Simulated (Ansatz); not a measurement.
# SrB4Au3: relaxing a made-up structure

Starting from a made-up structure for SrB4Au3, the aim is the relaxed cell, its shortest contacts and, where a second run follows, its electronic structure.

Main program and level: Ansatz 0.2.0; DFT, PBE, plane-wave PAW, files of the set soft_1, scalar-relativistic, no spin, cell and ions relaxed at zero pressure; PAW set soft_1, in the first sound run; inputs show where later runs differ.

### Step 1. Starting point

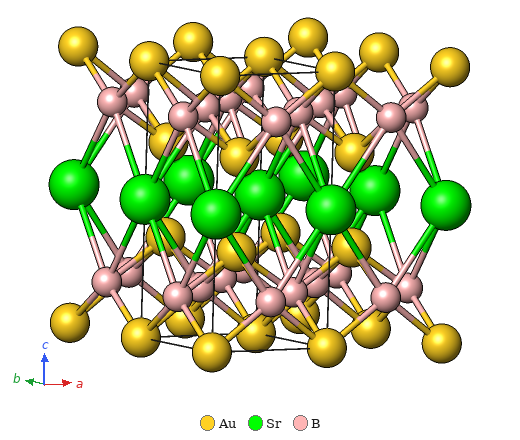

Start, viewed slightly off an axis; gold yellow, strontium green, boron pink. 2×2×1 cells are drawn. Some periodic images of atoms are drawn too.

### Step 2. Relaxation of the guess

The guessed cell has no reason to be at equilibrium. It is relaxed with the atoms, within the space group of the guess.

The input, input.yaml:

```yaml
crystal:
  lattice:
    - [3.862, 0.0, 0.0]
    - [0.0, 3.862, 0.0]
    - [0.0, 0.0, 7.948]
  atoms:
    - { symbol: Au, position: [0.0, 0.0, 0.0] }
    - { symbol: Au, position: [0.5, 0.5, 0.6714] }
    - { symbol: Au, position: [0.5, 0.5, 0.3286] }
    - { symbol: Sr, position: [0.0, 0.0, 0.5] }
    - { symbol: B, position: [0.5, 0.0, 0.8257] }
    - { symbol: B, position: [0.5, 0.0, 0.1743] }
    - { symbol: B, position: [0.0, 0.5, 0.8257] }
    - { symbol: B, position: [0.0, 0.5, 0.1743] }
kpoints:
  mp_grid: { grid: [7, 7, 4] }
scf:
  occupations: { method: fermi_dirac, width: 0.05 }
hamiltonian:
  xc: pbe
  pseudopotentials: { kind: paw, azcp: { folder: soft_1 } }
relax:
  f_tol: 0.015
  max_steps: 70
  cell: {}
output:
  forces: true
  stress: true
```

Command:

```sh
> ansatz run input.yaml --threads 4 --pin off --max-ram 10240MiB --backend cpu --events-out ev --progress --plain --runs-dir out
```

Numbers of over 12 decimals in the logs are rounded to 6 here.

The program printed:

```text
Engine: ansatz 0.2.0, aarch64-unknown-linux-gnu
Pseudopotentials: kind: paw
Pseudopotential: Au, paw, valence charge 19, recommended cutoff 420 eV (normal), soft_1/Au.paw.azcp
Pseudopotential: Sr, paw, valence charge 10, recommended cutoff 420 eV (normal), soft_1/Sr.paw.azcp
Pseudopotential: B, paw, valence charge 3, recommended cutoff 420 eV (normal), soft_1/B.paw.azcp
Functional definition: PBE
  parameter kappa = 0.804
  parameter beta = 0.066725
  exchange = pbe_x(kappa = kappa, mu = beta*pi^2/3)
  correlation = pbe_c(beta = beta)
Crystal: 8 atoms, lattice volume = 118.545 Å³
Basis set: ecut = 420 eV, 2347 PW (Γ), exchange–correlation on 54×54×108 points (8 copies of the dense FFT grid, shifted against one another)
Bands: 48, of which v1, the nominal top of the filled ones, is band 40 counted from 1 (39 counted from 0)
Symmetry: 16 space group operations
Space group: P4/mmm (ITA 123), of the structure as read, at distance tolerance 4.9e-5 Å
k-points: 30 of 196
Non-local potential: Au, projectors of the file, l = 0: 3, l = 1: 2, l = 2: 2, l = 3: 1
Non-local potential: Sr, projectors of the file, l = 0: 3, l = 1: 2, l = 2: 2
Non-local potential: B, projectors of the file, l = 0: 2, l = 1: 2, l = 2: 1
PAW form: soft (Blöchl's): semilocal exchange-correlation on the pseudo side does not see the compensation charge
PAW one-centre angular grid: Au, 590 points (default); XC on 64 Gauss nodes
PAW one-centre angular grid: Sr, 110 points (default); XC on 64 Gauss nodes
PAW one-centre angular grid: B, 110 points (default); XC on 64 Gauss nodes
Initial density: superposition of atomic densities (chi_scale 0.1, normalization cell, long waves kept (reshape's long-wave potential 0.21 eV rms))
Initial wavefunctions: pseudopotential atomic-orbital guess
Functional: x = pbe(κ = 0.804, μ = 0.219515), c = pbe(β = 0.066725)
SCF iter   1: F=—  HF=-43635.253886 eV  |F-HF|=—  |Δ(HF+E_count)|=         —  Δρ=2.17e-1  dr2=1.48e2  ethr=3.10e-3  ⟨swp⟩=11.8  Hψ=8182  notcnv=0  defer=1
preconditioner: auto → Kerker (q_TF=auto, 2.550 Å⁻¹)  [metal: Δε(μ)=0.010 eV  Ē_g=8.344 eV  σ=0.050 eV  W_gap=0.05  n_scr=38 (ndim 8)  ℏωp=24.8 eV  f_vac=0.000  D(μ)=4.57/eV (n_scr^D=38)]
SCF iter   2: F=—  HF=-43621.134913 eV  |F-HF|=—  |Δ(HF+E_count)|=    1.41e1  Δρ=9.49e-2  dr2=3.42e1  ethr=3.10e-3  ⟨swp⟩=4.2  Hψ=3288  notcnv=0  defer=35
SCF iter   3: F=—  HF=-43616.771910 eV  |F-HF|=—  |Δ(HF+E_count)|=    4.36e0  Δρ=3.02e-2  dr2=6.11e0  ethr=3.10e-3  ⟨swp⟩=3.7  Hψ=3000  notcnv=0  defer=63
SCF iter   4: F=—  HF=-43615.853834 eV  |F-HF|=—  |Δ(HF+E_count)|=   9.18e-1  Δρ=9.67e-3  dr2=5.30e-1  ethr=3.10e-3  ⟨swp⟩=3.3  Hψ=2264  notcnv=0  defer=66
SCF iter   5: F=—  HF=-43615.780318 eV  |F-HF|=—  |Δ(HF+E_count)|=   7.35e-2  Δρ=3.00e-3  dr2=5.78e-2  ethr=6.71e-4  ⟨swp⟩=2.6  Hψ=1849  notcnv=0  defer=65
SCF iter   6: F=—  HF=-43615.773569 eV  |F-HF|=—  |Δ(HF+E_count)|=   6.75e-3  Δρ=1.18e-3  dr2=5.59e-3  ethr=7.32e-5  ⟨swp⟩=2.3  Hψ=1720  notcnv=0  defer=65
SCF iter   7: F=—  HF=-43615.773407 eV  |F-HF|=—  |Δ(HF+E_count)|=   1.62e-4  Δρ=2.94e-4  dr2=2.47e-4  ethr=7.08e-6  ⟨swp⟩=2.1  Hψ=1993  notcnv=0  defer=65
SCF iter   8: F=—  HF=-43615.773528 eV  |F-HF|=—  |Δ(HF+E_count)|=   1.21e-4  Δρ=1.23e-4  dr2=4.15e-5  ethr=3.12e-7  ⟨swp⟩=2.0  Hψ=2088  notcnv=0  defer=65
SCF iter   9: F=—  HF=-43615.773548 eV  |F-HF|=—  |Δ(HF+E_count)|=   1.96e-5  Δρ=5.20e-5  dr2=7.93e-6  ethr=5.25e-8  ⟨swp⟩=2.0  Hψ=2104  notcnv=0  defer=65
SCF iter  10: F=—  HF=-43615.773548 eV  |F-HF|=—  |Δ(HF+E_count)|=   4.60e-7  Δρ=1.66e-5  dr2=7.06e-7  ethr=1.00e-8  ⟨swp⟩=2.0  Hψ=2146  notcnv=0  defer=65
SCF iter  11: F=-43615.773548 eV  HF=-43615.773548 eV  |F-HF|=3.20e-8  |Δ(HF+E_count)|=   6.31e-8  Δρ=5.74e-6  dr2=5.23e-8  ethr=1.27e-10  ⟨swp⟩=5.0  Hψ=5356  notcnv=0
SCF 1 converged in 11 iterations: F = -43615.773548 eV  dr2 = 5.23e-8
  greatest PAW one-centre occupation: 1.000 electrons in one spin orbital (limit 2), on the Au atom at site 0 (counted from 0), in its partial waves of l = 0
relax step   1: F+E_penalty+E_count = -43615.77354824 eV  Δ(F+E_penalty+E_count) = +0.000e0 eV  max|allowed force component| = 2.445e0 eV/Å  Δτ_max = 0.0000 Å  P = -0.554 GPa  Ω = 118.545 Å³  (11 SCF iters, dr2 threshold 1.00e-7 eV, accepted)
Crystal: 8 atoms, lattice volume = 120.478 Å³
Basis set: ecut = 420 eV, 2371 PW (Γ), exchange–correlation on 54×54×108 points (8 copies of the dense FFT grid, shifted against one another)
Initial density: handed on by an earlier stage of this run
Initial wavefunctions: those handed on with the density
iter 1 solved again at ethr=6.75e-4 eV; its pass at ethr=3.10e-3 eV (dr2=5.34e-1 eV) is discarded
SCF iter   1: F=—  HF=-43616.895676 eV  |F-HF|=—  |Δ(HF+E_count)|=         —  Δρ=2.18e-2  dr2=5.31e-1  ethr=6.75e-4  ⟨swp⟩=1.7  Hψ=7216  notcnv=0
preconditioner: auto → Kerker (q_TF=auto, 2.543 Å⁻¹)  [metal: Δε(μ)=0.019 eV  Ē_g=9.403 eV  σ=0.050 eV  W_gap=0.09  n_scr=38 (ndim 8)  ℏωp=24.6 eV  f_vac=0.002  D(μ)=2.87/eV (n_scr^D=16)]
SCF iter   2: F=—  HF=-43616.784646 eV  |F-HF|=—  |Δ(HF+E_count)|=   1.11e-1  Δρ=1.21e-2  dr2=1.56e-1  ethr=6.72e-4  ⟨swp⟩=2.0  Hψ=2013  notcnv=0
SCF iter   3: F=—  HF=-43616.741977 eV  |F-HF|=—  |Δ(HF+E_count)|=   4.27e-2  Δρ=1.59e-3  dr2=4.53e-3  ethr=1.97e-4  ⟨swp⟩=2.6  Hψ=2419  notcnv=0
SCF iter   4: F=—  HF=-43616.741619 eV  |F-HF|=—  |Δ(HF+E_count)|=   3.58e-4  Δρ=6.24e-4  dr2=1.24e-3  ethr=5.74e-6  ⟨swp⟩=2.3  Hψ=2328  notcnv=0
SCF iter   5: F=—  HF=-43616.741509 eV  |F-HF|=—  |Δ(HF+E_count)|=   1.10e-4  Δρ=3.08e-4  dr2=2.68e-4  ethr=1.57e-6  ⟨swp⟩=1.7  Hψ=1483  notcnv=0
SCF iter   6: F=—  HF=-43616.741475 eV  |F-HF|=—  |Δ(HF+E_count)|=   3.36e-5  Δρ=1.21e-4  dr2=3.54e-5  ethr=3.39e-7  ⟨swp⟩=2.8  Hψ=2424  notcnv=0
SCF iter   7: F=—  HF=-43616.741473 eV  |F-HF|=—  |Δ(HF+E_count)|=   1.68e-6  Δρ=2.97e-5  dr2=1.37e-6  ethr=4.48e-8  ⟨swp⟩=2.1  Hψ=2096  notcnv=0
SCF iter   8: F=-43616.741474 eV  HF=-43616.741474 eV  |F-HF|=3.74e-9  |Δ(HF+E_count)|=   5.23e-7  Δρ=7.86e-6  dr2=1.16e-7  ethr=1.01e-9  ⟨swp⟩=5.0  Hψ=5261  notcnv=0
SCF 2 converged in 8 iterations: F = -43616.741474 eV  dr2 = 1.16e-7
relax step   2: F+E_penalty+E_count = -43616.74147389 eV  Δ(F+E_penalty+E_count) = -9.679e-1 eV  max|allowed force component| = 1.211e0 eV/Å  Δτ_max = 0.1948 Å  P = -2.584 GPa  Ω = 120.478 Å³  energy of the carried Pulay correction = -8.378e-4 eV  (8 SCF iters, dr2 threshold 8.00e-7 eV, accepted)
Crystal: 8 atoms, lattice volume = 118.267 Å³
Basis set: ecut = 420 eV, 2321 PW (Γ), exchange–correlation on 54×54×108 points (8 copies of the dense FFT grid, shifted against one another)
[...]
relax step   3: F+E_penalty+E_count = -43617.46955977 eV  Δ(F+E_penalty+E_count) = -7.281e-1 eV  max|allowed force component| = 6.720e-1 eV/Å  Δτ_max = 0.1312 Å  P = -0.141 GPa  Ω = 118.267 Å³  energy of the carried Pulay correction = +1.216e-4 eV  (8 SCF iters, dr2 threshold 8.00e-7 eV, accepted)
[... from here on, the SCF cycles and remarks between the steps are left out ...]
relax step   4: F+E_penalty+E_count = -43618.03531918 eV  Δ(F+E_penalty+E_count) = -5.658e-1 eV  max|allowed force component| = 7.234e-1 eV/Å  Δτ_max = 0.0901 Å  P = -2.107 GPa  Ω = 119.578 Å³  energy of the carried Pulay correction = -4.496e-4 eV  (8 SCF iters, dr2 threshold 8.00e-7 eV, accepted)
relax step   5: F+E_penalty+E_count = -43618.74681428 eV  Δ(F+E_penalty+E_count) = -7.115e-1 eV  max|allowed force component| = 7.448e-1 eV/Å  Δτ_max = 0.0999 Å  P = +0.238 GPa  Ω = 117.614 Å³  energy of the carried Pulay correction = +4.084e-4 eV  (8 SCF iters, dr2 threshold 8.00e-7 eV, accepted)
relax step   6: F+E_penalty+E_count = -43618.53443605 eV  Δ(F+E_penalty+E_count) = +2.124e-1 eV  max|allowed force component| = 2.435e0 eV/Å  Δτ_max = 0.1261 Å  P = +6.800 GPa  Ω = 116.625 Å³  energy of the carried Pulay correction = +8.453e-4 eV  (8 SCF iters, dr2 threshold 8.00e-7 eV, rejected (line search))
relax step   7: F+E_penalty+E_count = -43618.92365076 eV  Δ(F+E_penalty+E_count) = -1.768e-1 eV  max|allowed force component| = 2.747e-1 eV/Å  Δτ_max = 0.0894 Å  P = -1.120 GPa  Ω = 119.951 Å³  energy of the carried Pulay correction = -6.108e-4 eV  (11 SCF iters, accepted)
relax step   8: F+E_penalty+E_count = -43618.72193992 eV  Δ(F+E_penalty+E_count) = +2.017e-1 eV  max|allowed force component| = 1.458e0 eV/Å  Δτ_max = 0.0993 Å  P = +4.905 GPa  Ω = 118.858 Å³  energy of the carried Pulay correction = -1.366e-4 eV  (8 SCF iters, dr2 threshold 8.00e-7 eV, rejected (line search))
relax step   9: F+E_penalty+E_count = -43618.93408478 eV  Δ(F+E_penalty+E_count) = -1.043e-2 eV  max|allowed force component| = 1.627e-2 eV/Å  Δτ_max = 0.0196 Å  P = +0.044 GPa  Ω = 119.578 Å³  energy of the carried Pulay correction = -4.495e-4 eV  (11 SCF iters, accepted)
relax step  10: F+E_penalty+E_count = -43618.93420510 eV  Δ(F+E_penalty+E_count) = -1.203e-4 eV  max|allowed force component| = 4.092e-3 eV/Å  Δτ_max = 0.0018 Å  P = +0.013 GPa  Ω = 119.536 Å³  energy of the carried Pulay correction = -4.312e-4 eV  (5 SCF iters, dr2 threshold 2.46e-8 eV, accepted)
relax step  11: F+E_penalty+E_count = -43618.95402741 eV  Δ(F+E_penalty+E_count) = -1.982e-2 eV  max|allowed force component| = 3.762e-3 eV/Å  Δτ_max = 0.0000 Å  P = +0.188 GPa  Ω = 119.536 Å³  stress off target by 3.00e-1 GPa  SCF on the basis re-selected at this cell (its energy is not comparable with the rows above)  (9 SCF iters)
relax step  12: F+E_penalty+E_count = -43618.95425787 eV  Δ(F+E_penalty+E_count) = -2.305e-4 eV  max|allowed force component| = 6.346e-3 eV/Å  Δτ_max = 0.0004 Å  P = +0.038 GPa  Ω = 119.677 Å³  energy of the carried Pulay correction = -6.344e-5 eV  (6 SCF iters, dr2 threshold 2.25e-7 eV, accepted)
relax step  13: F+E_penalty+E_count = -43618.95425453 eV  Δ(F+E_penalty+E_count) = +3.336e-6 eV  max|allowed force component| = 2.390e-4 eV/Å  Δτ_max = 0.0005 Å  P = +0.003 GPa  Ω = 119.730 Å³  energy of the carried Pulay correction = -8.785e-5 eV  (6 SCF iters, dr2 threshold 1.06e-8 eV, accepted)
iter 1 solved again at ethr=4.51e-6 eV; its pass at ethr=3.10e-3 eV (dr2=3.56e-3 eV) is discarded
SCF iter   1: F=—  HF=-43618.954334 eV  |F-HF|=—  |Δ(HF+E_count)|=         —  Δρ=3.79e-5  dr2=5.38e-8  ethr=4.51e-6  ⟨swp⟩=3.2  Hψ=9811  notcnv=0
eigensolver tolerance schedule: the retry pair's looser diagonalisation over-reported the residual by 66293.12 of it (diagonalisation noise at an unbounded share of the residual, at the tolerance the schedule requests for it); recorded, not acted on — ethr = c·dr2/N_el stays at c = 1.0e-1
preconditioner: auto → Kerker (q_TF=auto, 2.546 Å⁻¹)  [metal: Δε(μ)=0.067 eV  Ē_g=9.689 eV  σ=0.050 eV  W_gap=0.30  n_scr=36 (ndim 8)  ℏωp=24.7 eV  f_vac=0.000  D(μ)=1.98/eV (n_scr^D=6)]
SCF iter   2: F=—  HF=-43618.954325 eV  |F-HF|=—  |Δ(HF+E_count)|=   8.35e-6  Δρ=1.92e-5  dr2=1.17e-8  ethr=6.81e-11  ⟨swp⟩=4.5  Hψ=4716  notcnv=0
SCF iter   3: F=—  HF=-43618.954328 eV  |F-HF|=—  |Δ(HF+E_count)|=   2.97e-6  Δρ=3.67e-6  dr2=6.57e-10  ethr=1.48e-11  ⟨swp⟩=2.0  Hψ=2192  notcnv=0
SCF iter   4: F=—  HF=-43618.954328 eV  |F-HF|=—  |Δ(HF+E_count)|=   1.11e-7  Δρ=2.87e-7  dr2=1.69e-10  ethr=1.00e-12  ⟨swp⟩=5.1  Hψ=5489  notcnv=0
SCF iter   5: F=-43618.954328 eV  HF=-43618.954328 eV  |F-HF|=3.64e-11  |Δ(HF+E_count)|=    0.00e0  Δρ=1.74e-7  dr2=7.93e-11  ethr=1.00e-12  ⟨swp⟩=4.2  Hψ=4735  notcnv=0
SCF 14 converged in 5 iterations: F = -43618.954328 eV  dr2 = 7.93e-11
relax step  14: F+E_penalty+E_count = -43618.95432836 eV  Δ(F+E_penalty+E_count) = -7.383e-5 eV  max|allowed force component| = 2.247e-4 eV/Å  Δτ_max = 0.0000 Å  P = +0.003 GPa  Ω = 119.730 Å³  stress off target by 3.15e-3 GPa  SCF on the basis re-selected at this cell (its energy is not comparable with the rows above)  (5 SCF iters)
basis re-selected at this cell: Δ(F+E_penalty+E_count) = -7.383e-5 eV, ΔP = -0.001 GPa vs the last step (what re-selecting the basis moved, of the pressure what is left beyond the Pulay correction that the steps carried, after the strain that the cell walked since its last selection, with what the two solves' SCF thresholds leave and, on support functions, any second-order correction that the steps lacked; it is no m [...]
SCF converged after 5 iterations
Free energy (F): -43618.954328 eV
Harris-Foulkes:  -43618.954328 eV  (|F-HF|=3.64e-11)
Internal energy: -43618.937331 eV  (E = F + TS)
E sigma→0 (E₀):  -43618.945829 eV
Entropy (-TS):   -0.016998 eV (-2.125 meV/atom)
Fermi energy:    13.650028 eV
--- Per-component energies (eV) ---
  E_band       = -1028.137206
  E_kinetic    = 2143.361187
  E_local      = -8322.606370  (includes V_loc(G=0)·N_el)
  E_nonlocal   = 553.182306
  E_hartree    = 3460.851793
  E_xc         = -950.495518
  E_vxc        = -1092.137999  (∫ρ·V_xc dr)
  E_paw        = -32190.790896  (= ΣΔE_a)
  E_vpaw       = -1231.644607  (= ΣTr[D̂ρ^β])
  E_aug_tail   = 0.004973  (compensation charges beyond the density's cutoff)
  E_ewald      = -8312.444805
  E_smearing   = -0.016998  (= −TS)
  E_closure    = -0.000000  (closes the sum)
  Σ components = -43618.954328   (vs F -43618.954328, Δ=0.00e0)
--- Forces (eV/Å), atoms counted from 1 ---
  atom   1  Au     0.00000000     0.00000000     0.00000000
  atom   2  Au     0.00000000     0.00000000    -0.00022469
  atom   3  Au     0.00000000     0.00000000     0.00022469
  atom   4  Sr     0.00000000     0.00000000     0.00000000
  atom   5  B      0.00000000     0.00000000    -0.00021234
  atom   6  B      0.00000000     0.00000000     0.00021234
  atom   7  B      0.00000000     0.00000000    -0.00021234
  atom   8  B      0.00000000     0.00000000     0.00021234
  max |Σ_I F_I| component: 5.55e-17 eV/Å
--- Stress (GPa, compression-positive) ---
        0.002319       0.000000       0.000000
        0.000000       0.002319       0.000000
        0.000000       0.000000       0.003147
  P = ⅓ Tr σ = 0.0026 GPa (0.026 kbar)
--- Relaxed structure (12 steps of the walk, 10 accepted, 2 SCFs on fresh bases) ---
  F+E_penalty+E_count = -43618.95432836 eV   max|allowed force component| = 2.247e-4 eV/Å   (the final SCF, on the basis selected at the relaxed cell)
  cell:  # Å, volume = 119.7304 Å³
    - [4.302924, 0, 0.0]
    - [0, 4.302924, 0.0]
    - [0.0, 0.0, 6.466613]
  atoms:
    - { symbol: Au, position: [0, 0, 0] }
    - { symbol: Au, position: [0.5, 0.5, 0.748901] }
    - { symbol: Au, position: [0.5, 0.5, 0.251099] }
    - { symbol: Sr, position: [0, 0, 0.5] }
    - { symbol: B, position: [0.5, 0, 0.865541] }
    - { symbol: B, position: [0.5, 0, 0.134459] }
    - { symbol: B, position: [0, 0.5, 0.865541] }
    - { symbol: B, position: [0, 0.5, 0.134459] }
```

Wall time 38 s (4 threads of Arm Neoverse V1, shared host); peak memory 0.52 GiB.

The steps of the relaxation:

```csv
step,energy less that of the first step (eV),largest force component (eV/Å),pressure (GPa),volume (Å³)
1,0.0000,2.4451,-0.55,118.54
2,-0.9679,1.2106,-2.58,120.48
3,-1.6960,0.6720,-0.14,118.27
4,-2.2618,0.7234,-2.11,119.58
5,-2.9733,0.7448,0.24,117.61
6,-2.7609,2.4352,6.80,116.63
7,-3.1501,0.2747,-1.12,119.95
8,-2.9484,1.4581,4.91,118.86
9,-3.1605,0.0163,0.04,119.58
10,-3.1607,0.0041,0.01,119.54
11*,-3.1805,0.0038,0.19,119.54
12,-3.1807,0.0063,0.04,119.68
13,-3.1807,0.0002,0.00,119.73
14*,-3.1808,0.0002,0.00,119.73
```

Relaxation steps marked * repeat the geometry before them on a plane-wave basis chosen anew for their cell, so energy and pressure can jump there. Relaxation steps 6, 8 were tried and not accepted.

Forces are held to the 16 operations that the run works with; a distortion that breaks them can't arise in this run.

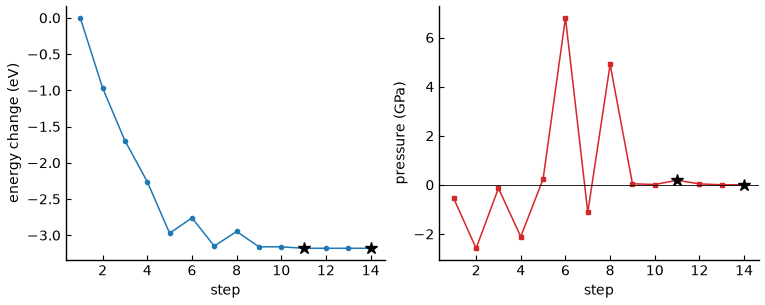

Energy and pressure along the relaxation. Stars mark steps on a basis chosen anew.

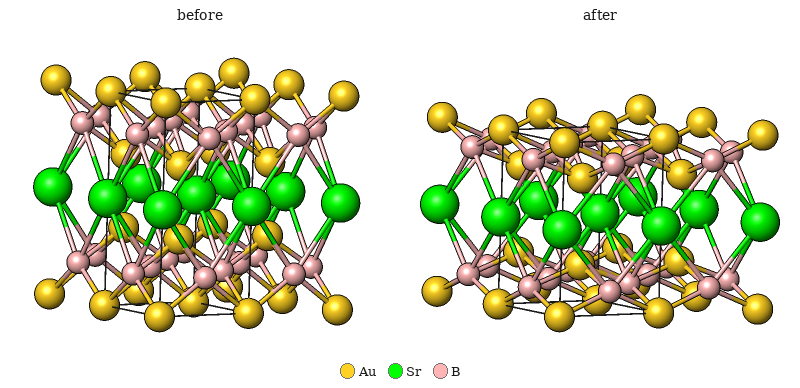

The structure before and after the relaxation, drawn at the same scale.

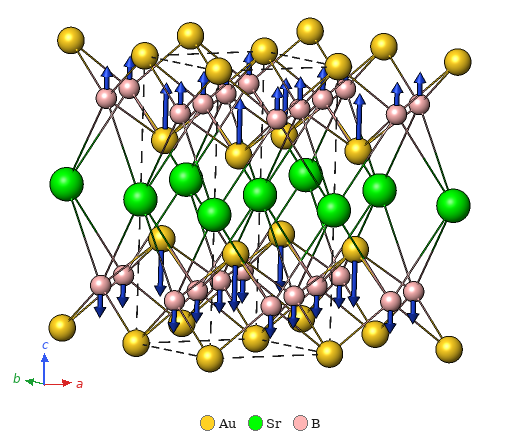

Displacements in the relaxation, exaggerated, measured against the changing cell; the longest in the cell stands for 0.50 Å. 2×2×1 cells are drawn. Some periodic images of atoms are drawn too.

```csv
cell as run,before,after,change
a (Å),3.862,4.303,+11.4 %
b (Å),3.862,4.303,+11.4 %
c (Å),7.948,6.467,-18.6 %
volume (Å³/atom),14.82,14.97,+1.0 %
```

The atoms that moved most (Å, as changes of fractional coordinates times the final cell):

```csv
atom,dx,dy,dz,length
Au2,0.000,0.000,0.501,0.501
Au3,0.000,0.000,-0.501,0.501
B5,0.000,0.000,0.258,0.258
B7,0.000,0.000,0.258,0.258
B6,0.000,0.000,-0.258,0.258
B8,0.000,0.000,-0.258,0.258
```

Numbers from this step:

```yaml
free_energy: -43618.9543 eV
energy_at_zero_smearing: -43618.9458 eV
smearing_term_ts: 0.01700 eV
fermi_energy: 13.65 eV
electrons: 79
symmetry_operations: 16
pressure: 0.002595 GPa
```

Shortest distances by pair of elements, guess and relaxed (not always the same contact):

```csv
pair,guess (Å),relaxed (Å)
B–B,2.731,1.739
Au–B,2.288,2.280
B–Sr,3.230,3.196
Au–Au,2.725,3.219
Au–Sr,3.052,3.233
```

The relaxation ends with a largest force component of 2.2e-4 eV/Å and a pressure of 0.00 GPa.

(Part 1 of 2 ends here.)

[Logs are printed without paths, hosts, clocks, repeated set-up lines and the standing remarks that a program may print on its own settings, such as how far it seeks lower states.]

[Hosts, paths, dates, database ids (printed as entryN), source tags and the programs' standing remarks are cut or masked in the printed files.]
